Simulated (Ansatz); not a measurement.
# One shape, several levels: triplet InCNClF

We compute a comparison of 6 runs (UHF/STO-3G, U-r2SCAN/def2-SVP, UBLYP/def2-SVP, UHSE06/def2-SVP, RPA@PBE/def2-SVP, UMP2/def2-SVP) of triplet InCNClF. 

Program for the calculation: Ansatz 0.2.0.

127 further runs of the same task are left out: 7 that didn't finish, 120 set aside as unsound or not needed.

## (1) The structure to begin with

InCNClF: 5 atoms, total charge 0, spin state triplet. SMILES of the parent species: `N#[C][In]([F])[Cl]`. The coordinates come from a PBE0-D4/def2-TZVP relaxation. That shape belongs to the parent species and isn't relaxed for this state.

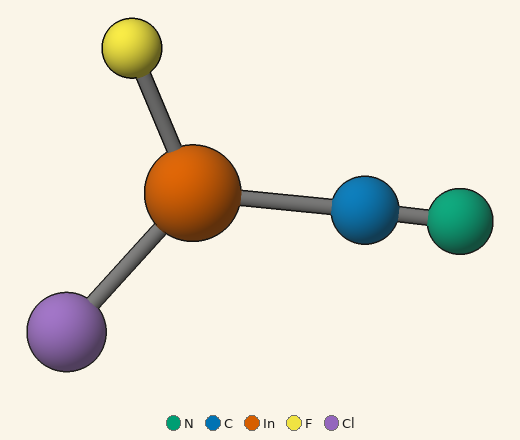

Viewed from a chosen angle; nitrogen teal, carbon blue, indium orange, fluorine yellow, chlorine purple.

## (2) The energy at UHF/STO-3G (run 1)

job.yaml

```yaml
crystal:
  periodic: [false, false, false]
  atoms:
    - {symbol: "N", position_ang: [-1.392600, 1.451400, 1.648800]}
    - {symbol: C, position_ang: [-0.781900, 0.784400, 0.934900]}
    - {symbol: In, position_ang: [0.330400, -0.389600, -0.376400]}
    - {symbol: F, position_ang: [0.434400, -2.280900, -0.039700]}
    - {symbol: Cl, position_ang: [1.459700, 0.361000, -2.209100]}
basis:
  gaussian:
    orbitals: STO-3G
magnetization:
  spin_polarized: true
  initial_magnetization: 2
hamiltonian:
  xc: hf
accuracy: high
output: {orbitals: {seedname: orbitals}}
```

Started as:

```
$ ansatz run job.yaml --threads 1 --pin off --max-ram 3480MiB --events-out events.jsonl --progress --plain --runs-dir runs
```

The program printed:

```text
Warning: RAYON_NUM_THREADS=1 ignored (pool sized by the plan → 1); use --threads N
Functional definition: HF
  name "HF"
  exchange = exact_x
  correlation = 0
989 factors; integrals over basis functions are off by at most 4.3e-8 eV
mean field evaluation 1: about -172145.9968 eV, gradient 2.1e1 eV
mean field evaluation 2: about -172146.1534 eV, gradient 2.1e1 eV
mean field evaluation 4: about -172150.9804 eV, gradient 4.1e0 eV
mean field evaluation 8: about -172150.4630 eV, gradient 3.7e0 eV
mean field evaluation 16: about -172154.8295 eV, gradient 6.6e-1 eV
mean field evaluation 32: about -172154.9830 eV, gradient 5.4e-2 eV
mean field evaluation 64: about -172154.3825 eV, gradient 6.0e-1 eV
mean field evaluation 96: about -172154.9050 eV, gradient 5.6e-1 eV
mean field evaluation 128: about -172152.9595 eV, gradient 2.0e0 eV
mean field evaluation 160: about -172152.8674 eV, gradient 9.2e-1 eV
mean field evaluation 192: about -172154.9418 eV, gradient 4.1e-1 eV
mean field evaluation 224: about -172148.0404 eV, gradient 2.5e1 eV
mean field evaluation 256: about -172152.4191 eV, gradient 7.5e0 eV
mean field evaluation 288: about -172150.8789 eV, gradient 3.8e0 eV
mean field evaluation 320: about -172148.3272 eV, gradient 1.3e1 eV
mean field -172154.99456074 eV, -6326.5793592608 hartree, gradient 9.7e-8 eV, S^2 2.183762; 8 other end points of the search recorded, 0 dependent functions left out
reference -172154.99456074 eV, -6326.5793592608 hartree; 45, 43 occupied and 6, 8 virtual orbitals, 989 factors
Total energy: -172154.99456074 eV, -6326.5793592608 hartree
```

Wall time 26 s (1 thread of Arm Neoverse N1, shared host); peak memory 0.21 GiB.

## (3) The energy at U-r2SCAN/def2-SVP (core potential) (run 2)

in.yaml

```yaml
crystal:
  periodic: [false, false, false]
  atoms:
    - symbol: "N"
      position_ang: [-1.392600, 1.451400, 1.648800]
    - symbol: C
      position_ang: [-0.781900, 0.784400, 0.934900]
    - symbol: In
      position_ang: [0.330400, -0.389600, -0.376400]
    - symbol: F
      position_ang: [0.434400, -2.280900, -0.039700]
    - symbol: Cl
      position_ang: [1.459700, 0.361000, -2.209100]
basis:
  gaussian:
    orbitals: def2-SVP
magnetization:
  spin_polarized: true
  initial_magnetization: 2
hamiltonian:
  xc: {name: r2SCAN}
accuracy: high
output: {orbitals: {seedname: orbitals}}
```

Started as:

```
$ ansatz run in.yaml --threads 1 --pin off --max-ram 3480MiB --events-out events.jsonl --progress --plain --runs-dir runs
```

The program printed:

```text
Warning: RAYON_NUM_THREADS=1 ignored (pool sized by the plan → 1); use --threads N
Functional definition: r2SCAN
  name "r2SCAN"
  parameter k0 = 0.174
  parameter k1 = 0.065
  parameter a1 = 4.9479
  exchange = r2scan_x(k0 = k0, k1 = k1, a1 = a1)
  correlation = r2scan_c
1856 factors; integrals over basis functions are off by at most 7.9e-9 eV
mean field evaluation 1: about -22909.3038 eV, gradient 5.1e1 eV
mean field evaluation 2: about -22631.2864 eV, gradient 1.5e2 eV
mean field evaluation 4: about -22916.5724 eV, gradient 3.7e1 eV
mean field evaluation 8: about -22924.7164 eV, gradient 1.6e1 eV
mean field evaluation 16: about -22926.6234 eV, gradient 1.2e-2 eV
mean field evaluation 32: about -22924.7856 eV, gradient 1.2e1 eV
mean field evaluation 64: about -22926.0182 eV, gradient 4.1e0 eV
mean field evaluation 96: about -22926.4196 eV, gradient 1.8e-4 eV
mean field -22926.62914363 eV, -842.5380808012 hartree, gradient 7.0e-8 eV, S^2 2.006124; 10 other end points of the search recorded, 0 dependent functions left out
reference -22926.62914896 eV, -842.5380809969 hartree; 31, 29 occupied and 55, 57 virtual orbitals, 1856 factors
Total energy: -22926.62914896 eV, -842.5380809969 hartree
```

It took 3.1 min on 1 thread of Arm Neoverse N1, shared host; peak memory 0.47 GiB.

Run 3 isn't shown in full; the table further down has it.

## (4) The energy at UHSE06/def2-SVP (core potential) (run 4)

run.yaml

```yaml
crystal:
  periodic: [false, false, false]
  atoms:
    - {symbol: "N", position_ang: [-1.392600, 1.451400, 1.648800]}
    - {symbol: C, position_ang: [-0.781900, 0.784400, 0.934900]}
    - {symbol: In, position_ang: [0.330400, -0.389600, -0.376400]}
    - {symbol: F, position_ang: [0.434400, -2.280900, -0.039700]}
    - {symbol: Cl, position_ang: [1.459700, 0.361000, -2.209100]}
basis:
  gaussian:
    orbitals: def2-SVP
magnetization:
  spin_polarized: true
  initial_magnetization: 2
hamiltonian:
  xc: hse06
accuracy: high
output: {orbitals: {seedname: orbitals}}
```

Started as:

```
$ ansatz run run.yaml --threads 1 --pin off --max-ram 3480MiB --events-out events.jsonl --progress --plain --runs-dir runs
```

The program printed:

```text
Warning: RAYON_NUM_THREADS=1 ignored (pool sized by the plan → 1); use --threads N
Functional definition: HSE06
  name "HSE06"
  parameter a = 0.25
  parameter omega = 0.11/bohr
  exchange = pbe_x - a*pbe_x_sr(omega) + a*exact_x_sr(omega)
  correlation = pbe_c
1856 factors; integrals over basis functions are off by at most 7.9e-9 eV
98 factors; integrals over basis functions are off by at most 1.2e-9 eV
mean field evaluation 1: about -22902.0987 eV, gradient 4.8e1 eV
mean field evaluation 2: about -22650.9983 eV, gradient 1.4e2 eV
mean field evaluation 4: about -22908.4232 eV, gradient 3.5e1 eV
mean field evaluation 8: about -22914.5611 eV, gradient 1.6e1 eV
mean field evaluation 16: about -22917.4201 eV, gradient 3.5e-1 eV
mean field evaluation 32: about -22917.5792 eV, gradient 2.0e-2 eV
mean field evaluation 64: about -22917.5792 eV, gradient 1.3e-7 eV
mean field evaluation 96: about -22916.7308 eV, gradient 3.4e0 eV
mean field evaluation 128: about -22917.4178 eV, gradient 3.2e-3 eV
mean field -22917.57920679 eV, -842.2055017566 hartree, gradient 7.5e-8 eV, S^2 2.007447; 10 other end points of the search recorded, 0 dependent functions left out
reference -22917.57921103 eV, -842.2055019124 hartree; 31, 29 occupied and 55, 57 virtual orbitals, 1856 factors
Total energy: -22917.57921103 eV, -842.2055019124 hartree
```

Run time: 2.2 min. Hardware: 1 thread of Arm Neoverse N1, shared host; peak memory 0.64 GiB.

Run 5 isn't shown in full; the table further down has it.

## (5) The energy at UMP2/def2-SVP (core potential) (run 6)

input.yaml

```yaml
crystal:
  periodic: [false, false, false]
  atoms:
    - {symbol: "N", position_ang: [-1.392600, 1.451400, 1.648800]}
    - {symbol: C, position_ang: [-0.781900, 0.784400, 0.934900]}
    - {symbol: In, position_ang: [0.330400, -0.389600, -0.376400]}
    - {symbol: F, position_ang: [0.434400, -2.280900, -0.039700]}
    - {symbol: Cl, position_ang: [1.459700, 0.361000, -2.209100]}
basis:
  gaussian:
    orbitals: def2-SVP
magnetization:
  spin_polarized: true
  initial_magnetization: 2
correlation:
  method: mp2
  frozen_orbitals: {C: 1, Cl: 5, F: 1, In: 4, "N": 1}
accuracy: high
```

Started as:

```
$ ansatz run input.yaml --threads 1 --pin off --max-ram 3480MiB --events-out events.jsonl --progress --plain --runs-dir runs
```

The program printed:

```text
Warning: RAYON_NUM_THREADS=1 ignored (pool sized by the plan → 1); use --threads N
[... 4 set-up lines as earlier in the session ...]
1856 factors; integrals over basis functions are off by at most 7.9e-9 eV
mean field evaluation 1: about -22853.0085 eV, gradient 2.8e1 eV
mean field evaluation 2: about -22853.0404 eV, gradient 2.8e1 eV
mean field evaluation 4: about -22857.2955 eV, gradient 4.7e0 eV
mean field evaluation 8: about -22857.9935 eV, gradient 5.8e-1 eV
mean field evaluation 16: about -22858.0464 eV, gradient 3.3e-2 eV
mean field evaluation 32: about -22858.0235 eV, gradient 4.7e-1 eV
mean field evaluation 64: about -22856.5711 eV, gradient 5.5e0 eV
mean field evaluation 96: about -22858.9751 eV, gradient 2.1e-7 eV
mean field evaluation 128: about -22856.0687 eV, gradient 3.5e0 eV
mean field evaluation 160: about -22858.9749 eV, gradient 7.3e-2 eV
mean field evaluation 192: about -22857.7541 eV, gradient 2.3e0 eV
mean field evaluation 224: about -22858.0461 eV, gradient 2.0e-1 eV
mean field evaluation 256: about -22858.0452 eV, gradient 7.6e-2 eV
mean field evaluation 288: about -22858.0464 eV, gradient 9.4e-5 eV
mean field -22858.97511838 eV, -840.0518412306 hartree, gradient 2.5e-8 eV, S^2 2.011768; 21 other end points of the search recorded, 0 dependent functions left out
12 core orbitals not correlated: weight in the atoms' cores, before any rotation towards them, 1.000 or more for the frozen orbitals, at most 0.000 for the correlated occupied ones
reference -22858.97511838 eV, -840.0518412306 hartree; 19, 17 occupied and 55, 57 virtual orbitals, 1856 factors
second order -16.44509172 eV of doubles, -0.00000000 eV of singles
Total energy: -22875.42021010 eV, -840.6561872045 hartree
```

Run time: 84 s. Hardware: 1 thread of Arm Neoverse N1, shared host; peak memory 0.35 GiB.

## (6) The series

| run | level | core potential | frozen core orbitals | energy (Eh) | HOMO energy (eV) | ⟨S²⟩ | wall time |
| --- | --- | --- | --- | --- | --- | --- | --- |
| 1 | UHF/STO-3G | none | – | -6326.579359 | -2.99 | 2.184 | 26 s |
| 2 | U-r2SCAN/def2-SVP (core potential) | def2-SVP | – | -842.538081 | -3.71 | 2.006 | 3.1 min |
| 3 | UBLYP/def2-SVP (core potential) | def2-SVP | – | -842.529866 | -3.32 | 2.002 | 74 s |
| 4 | UHSE06/def2-SVP (core potential) | def2-SVP | – | -842.205502 | -4.06 | 2.007 | 2.2 min |
| 5 | RPA@PBE/def2-SVP (core potential) | def2-SVP | 12 | -841.002973 | – | 2.002 | 2.5 min |
| 6 | UMP2/def2-SVP (core potential) | def2-SVP | 12 | -840.656187 | – | 2.012 | 84 s |

## (7) Outcome

```
                                           quantity          value
                                run 6: total energy  -840.65619 Eh
run 6: correlation energy (12 core orbitals frozen)     -604.3 mEh
           run 6: ⟨S²⟩ of the reference determinant          2.012
```

Totals of different functionals can't be ranked against each other. Some runs of one species differ in core potentials or relativity; totals across that change don't compare. In run 1 the basis is minimal, so the values are rough. In run 1 relativity is left out where basis or elements ask for it. Spin contamination of the reference: run 1 ⟨S²⟩ = 2.18. All runs together took 11 min, the longest 3.1 min.
